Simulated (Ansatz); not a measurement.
Take CdS in the zinc blende structure (space group F-43m, No. 216; a = 5.927 Å) as the base.

The change: a negative pressure, −2 GPa.

Method: PBE, PAW, 420 eV (Ansatz, a first-principles code; no spin-orbit coupling).

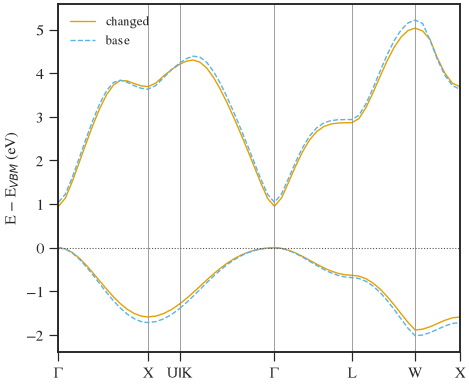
Fig. 1. Highest valence and lowest conduction band along the path, each from its own valence-band maximum

The gap is 0.95 eV, direct at Γ; the base has 1.04 eV.

Load acts through the strain it causes; cell and atoms are relaxed under it. Stability against distortions was not tested.
